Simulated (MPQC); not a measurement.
# One shape, several levels: Cl2HSi (SMILES Cl[SiH]Cl)

Wanted: a comparison of 5 runs (UHF/STO-3G, UHF/3-21G, UHF/def2-SVP, UB3LYP/6-31G*, UPBE0/def2-SVP) of Cl2HSi. 

The calculation is run with MPQC 2.3.1.

## 1. The structure to begin with

Cl2HSi: 4 atoms, total charge 0, spin state doublet. As SMILES, `Cl[SiH]Cl`. The shape is that of a PBE0-D4/def2-TZVP optimisation.

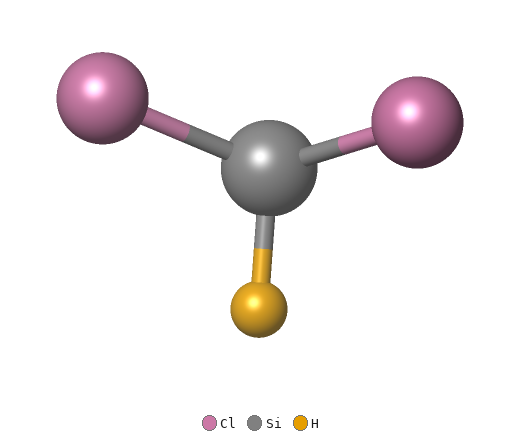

The structure, seen from a chosen angle (chlorine pink, silicon grey, hydrogen amber).

## 2. Energy and gradient at UHF/STO-3G (run 1)

run.in reads:

```
% Cl2HSi
molecule<Molecule>: (
  symmetry = c1
  unit = bohr
  { atoms geometry } = {
    Cl [ -3.11162304 0.33599330 1.68072242 ]
    Si [ 0.35451262 -0.78272456 0.37794522 ]
    Cl [ 0.47413228 -0.53157996 -3.48030860 ]
    H  [ 2.28316710 0.97831121 1.42182994 ]
  }
)
basis<GaussianBasisSet>: (
  name = "STO-3G"
  molecule = $:molecule
  basisdir = "."
  puream = yes
)
mpqc: (
  checkpoint = no
  savestate = no
  restart = no
  do_energy = yes
  do_gradient = yes
  optimize = no
  mole<UHF>: (
    molecule = $:molecule
    basis = $:basis
    total_charge = 0
    multiplicity = 2
    memory = 1000000000
    print_evals = yes
    print_npa = yes
    maxiter = 120
    value_accuracy = 1e-08
    guess_wavefunction<UHF>: (
      molecule = $:molecule
      total_charge = 0
      multiplicity = 2
      memory = 1000000000
      value_accuracy = 1e-3
      basis<GaussianBasisSet>: (
        name = "STO-3G"
        molecule = $:molecule
      )
    )
  )
)
```

The basis set STO-3G is read from a file made from the Basis Set Exchange's data (not shown).

On the command line:

```bash
$ mpqc run.in > run.out
```

Output:

```text
MPQC: Massively Parallel Quantum Chemistry
                                   Version 2.3.1

  Using IntegralV3 by default for molecular integrals evaluation

[... 1 line left out ...]

      alpha = [ 25 ]
      beta  = [ 24 ]

  USCF::init: total charge = 0

  alpha = [ 25 ]
  beta  = [ 24 ]

  Molecular formula HCl2Si

  MPQC options:
    matrixkit     = <ReplSCMatrixKit>
    restart       = no
    checkpoint    = no
    savestate     = no
    do_energy     = yes
    do_gradient   = yes
    optimize      = no
    write_pdb     = no
    print_mole    = yes
    print_timings = yes

  SCF::compute: energy accuracy = 1.0000000e-08

  nuclear repulsion energy =  179.8372233290

  Using guess wavefunction as starting vector

[... 21 lines left out ...]
      total scf energy = -1195.4053099329
[... 11 lines left out ...]
  iter     6 energy = -1195.4049259037 delta = 9.60299e-03
[... 5 lines left out ...]
  iter    12 energy = -1195.4051513439 delta = 2.62345e-05
[... 5 lines left out ...]
  iter    18 energy = -1195.4051498856 delta = 2.27316e-05
[... 5 lines left out ...]
  iter    24 energy = -1195.4051515840 delta = 3.54475e-07
[... 18 lines left out ...]
  Gradient of the MolecularEnergy:
[... 46 lines left out ...]
  SCF Parameters:
    maxiter = 120
    density_reset_frequency = 10
    level_shift = 0.250000

  UnrestrictedSCF Parameters:
    charge = 0.0000000000
    nalpha = 25
    nbeta = 24
    alpha = [ 25 ]
    beta  = [ 24 ]

                               CPU Wall
mpqc:                         0.27 0.27
  NAO:                        0.00 0.00
  calc:                       0.26 0.26
    compute gradient:         0.11 0.11
      nuc rep:                0.00 0.00
      one electron gradient:  0.00 0.00
      overlap gradient:       0.00 0.00
      two electron gradient:  0.10 0.10
    vector:                   0.16 0.16
      density:                0.00 0.00
      evals:                  0.01 0.01
[... 7 lines of this table left out ...]
  input:                      0.01 0.01
```

Run time: 0.34 s. Hardware: 1 thread of Arm Neoverse V2, shared host.

## 3. Energy and forces at UHF/3-21G (run 2)

job.in reads:

```
% emacs should use -*- KeyVal -*- mode
molecule<Molecule>: (
    symmetry = c1
    unit = bohr
    { atoms geometry } = {
        Cl [ -3.11162304   0.33599330   1.68072242 ]
        Si [ 0.35451262  -0.78272456   0.37794522 ]
        Cl [ 0.47413228  -0.53157996  -3.48030860 ]
        H  [ 2.28316710   0.97831121   1.42182994 ]
    }
)
basis<GaussianBasisSet>: (
    name = "3-21G"
    molecule = $:molecule
    basisdir = "."
    puream = yes
)
mpqc: (
    checkpoint = no
    savestate = no
    restart = no
    do_energy = yes
    do_gradient = yes
    optimize = no
    mole<UHF>: (
        molecule = $:molecule
        basis = $:basis
        total_charge = 0
        multiplicity = 2
        memory = 1000000000
        print_evals = yes
        print_npa = yes
        maxiter = 120
        value_accuracy = 1e-08
        guess_wavefunction<UHF>: (
            molecule = $:molecule
            total_charge = 0
            multiplicity = 2
            memory = 1000000000
            value_accuracy = 1e-3
            basis<GaussianBasisSet>: (
                name = "STO-3G"
                molecule = $:molecule
            )
        )
    )
)
```

The basis set 3-21G is read from a file made from the Basis Set Exchange's data (not shown).

On the command line:

```bash
$ mpqc -o job.out job.in
```

Output:

```text
MPQC: Massively Parallel Quantum Chemistry
                                   Version 2.3.1

  Using IntegralV3 by default for molecular integrals evaluation

      USCF::init: total charge = 0

      alpha = [ 25 ]
      beta  = [ 24 ]

  USCF::init: total charge = 0

  alpha = [ 25 ]
  beta  = [ 24 ]

  Molecular formula HCl2Si

  MPQC options:
    matrixkit     = <ReplSCMatrixKit>
    restart       = no
    checkpoint    = no
    savestate     = no
    do_energy     = yes
    do_gradient   = yes
    optimize      = no
    write_pdb     = no
    print_mole    = yes
    print_timings = yes

  SCF::compute: energy accuracy = 1.0000000e-08

  nuclear repulsion energy =  179.8372233290

  Projecting guess wavefunction into the present basis set

[... 13 lines left out ...]
      iter     3 energy = -1195.3933690032 delta = 2.15290e-02
[... 25 lines left out ...]
  iter     2 energy = -1202.5812938584 delta = 4.40118e-02
[... 5 lines left out ...]
  iter     8 energy = -1202.6060519571 delta = 1.29941e-04
[... 5 lines left out ...]
  iter    14 energy = -1202.6060567989 delta = 6.84834e-07
[... 5 lines left out ...]
  iter    20 energy = -1202.6060567991 delta = 5.24590e-07
[... 5 lines left out ...]
  iter    26 energy = -1202.6060568045 delta = 1.16817e-08
[... 18 lines left out ...]
  Gradient of the MolecularEnergy:
[... 46 lines left out ...]
  SCF Parameters:
    maxiter = 120
    density_reset_frequency = 10
    level_shift = 0.250000

  UnrestrictedSCF Parameters:
    charge = 0.0000000000
    nalpha = 25
    nbeta = 24
    alpha = [ 25 ]
    beta  = [ 24 ]

                               CPU Wall
mpqc:                         1.40 1.40
  NAO:                        0.00 0.00
  calc:                       1.39 1.39
    compute gradient:         0.11 0.11
      nuc rep:                0.00 0.00
      one electron gradient:  0.00 0.00
      overlap gradient:       0.00 0.00
      two electron gradient:  0.11 0.11
    vector:                   1.28 1.28
      density:                0.00 0.00
      evals:                  0.02 0.02
[... 7 lines of this table left out ...]
  input:                      0.01 0.01
```

Run time: 1.5 s. Hardware: 1 thread of Arm Neoverse V2, shared host.

Runs 3 to 4 aren't shown in full; the table further down has their settings and results.

## 4. Energy and gradient at UPBE0/def2-SVP (run 5)

run.in reads:

```
molecule<Molecule>: (
    symmetry = c1
    unit = angstrom
    { atoms geometry } = {
        Cl [ -1.646600       0.177800       0.889400 ]
        Si [ 0.187600      -0.414200       0.200000 ]
        Cl [ 0.250900      -0.281300      -1.841700 ]
        H  [ 1.208200       0.517700       0.752400 ]
    }
)
basis<GaussianBasisSet>: (
    name = "def2-SVP"
    molecule = $:molecule
    basisdir = "."
    puream = yes
)
mpqc: (
    checkpoint = no
    savestate = no
    restart = no
    do_energy = yes
    do_gradient = yes
    optimize = no
    mole<UKS>: (
        molecule = $:molecule
        basis = $:basis
        total_charge = 0
        multiplicity = 2
        memory = 1000000000
        print_evals = yes
        print_npa = yes
        maxiter = 120
        value_accuracy = 1e-08
        functional<SumDenFunctional>: (
            a0 = 0.25
            coefs = [ 0.75 1 ]
            funcs: [ <PBEXFunctional>: () <PBECFunctional>: () ]
        )
        integrator<RadialAngularIntegrator>: ( grid = xfine )
        guess_wavefunction<UHF>: (
            molecule = $:molecule
            total_charge = 0
            multiplicity = 2
            memory = 1000000000
            value_accuracy = 1e-3
            basis<GaussianBasisSet>: (
                name = "STO-2G"
                molecule = $:molecule
            )
        )
    )
)
```

The basis set def2-SVP is read from a file made from the Basis Set Exchange's data (not shown).

On the command line:

```bash
$ mpqc run.in > run.out
```

Output:

```text
MPQC: Massively Parallel Quantum Chemistry
                                   Version 2.3.1

  Using IntegralV3 by default for molecular integrals evaluation

      USCF::init: total charge = 0

      alpha = [ 25 ]
      beta  = [ 24 ]

  USCF::init: total charge = 0

  alpha = [ 25 ]
  beta  = [ 24 ]

  Molecular formula HCl2Si

  MPQC options:
    matrixkit     = <ReplSCMatrixKit>
    restart       = no
    checkpoint    = no
    savestate     = no
    do_energy     = yes
    do_gradient   = yes
    optimize      = no
    write_pdb     = no
    print_mole    = yes
    print_timings = yes

  SCF::compute: energy accuracy = 1.0000000e-08

  nuclear repulsion energy =  179.8372361837

  Projecting guess wavefunction into the present basis set

[... 15 lines left out ...]
      iter     5 energy = -1162.7116010438 delta = 4.11836e-03
[... 28 lines left out ...]
  Integrated electron density error = -0.000005907368
[... 8 lines left out ...]
  iter     8 energy = -1209.7331958297 delta = 1.81369e-04
[... 8 lines left out ...]
  Integrated electron density error = 0.000000263915
[... 8 lines left out ...]
  iter    17 energy = -1209.7332081294 delta = 6.90031e-07
[... 4 lines left out ...]
  Integrated electron density error = 0.000000263940
[... 1 line left out ...]
  Integrated electron density error = 0.000000263940
[... 1 line left out ...]
  Integrated electron density error = 0.000000263939
[... 1 line left out ...]
  Integrated electron density error = 0.000000263940
[... 1 line left out ...]
  Integrated electron density error = 0.000000263940
[... 9 lines left out ...]
  Integrated electron density error = 0.000000263582
[... 7 lines left out ...]
  Gradient of the MolecularEnergy:
[... 52 lines left out ...]
    UnrestrictedSCF Parameters:
      charge = 0.0000000000
      nalpha = 25
      nbeta = 24
      alpha = [ 25 ]
      beta  = [ 24 ]

    Functional:
      Sum of Functionals:
        +0.2500000000000000 Hartree-Fock Exchange
        +0.7500000000000000
          Object of type PBEXFunctional
        +1.0000000000000000
          Object of type PBECFunctional
    Integrator:
      RadialAngularIntegrator:
        Pruned xfine grid employed
                                CPU  Wall
mpqc:                         35.30 35.31
  NAO:                         0.00  0.00
  calc:                       35.29 35.30
    compute gradient:          5.71  5.71
      nuc rep:                 0.00  0.00
      one electron gradient:   0.01  0.01
      overlap gradient:        0.00  0.00
      two electron gradient:   5.70  5.70
        grad:                  5.70  5.70
          integrate:           5.29  5.29
          two-body:            0.39  0.39
[... 11 lines of this table left out ...]
  input:                       0.01  0.01
```

Wall time 36 s (1 thread of Arm Neoverse V2, shared host); peak memory 0.25 GiB.

## 5. Overview of the runs

| run | level | starting guess | integration grid | energy (Eh) | ⟨S²⟩ | largest force (eV/Å) | wall time |
| --- | --- | --- | --- | --- | --- | --- | --- |
| 1 | UHF/STO-3G | STO-3G | – | -1195.405152 | 0.752 | 2.412 | 0.34 s |
| 2 | UHF/3-21G | STO-3G | – | -1202.606057 | 0.753 | 2.719 | 1.5 s |
| 3 | UHF/def2-SVP | MINI (Huzinaga) | – | -1208.190345 | 0.754 | 0.610 | 4.5 s |
| 4 | UB3LYP/6-31G* (spherical functions) | STO-3G | xfine | -1210.522989 | 0.751 | 0.559 | 30 s |
| 5 | UPBE0/def2-SVP | STO-2G | xfine | -1209.733208 | 0.752 | 0.342 | 36 s |

## 6. Outcome

| quantity | value |
| --- | --- |
| run 5: total energy | -1209.73321 Eh |
| run 5: ⟨S²⟩ | 0.752 |
| run 5: largest force on an atom | 0.342 eV/Å |

**Reading.** Totals of different functionals can't be ranked against each other. All runs together took 72 s, the longest 36 s.
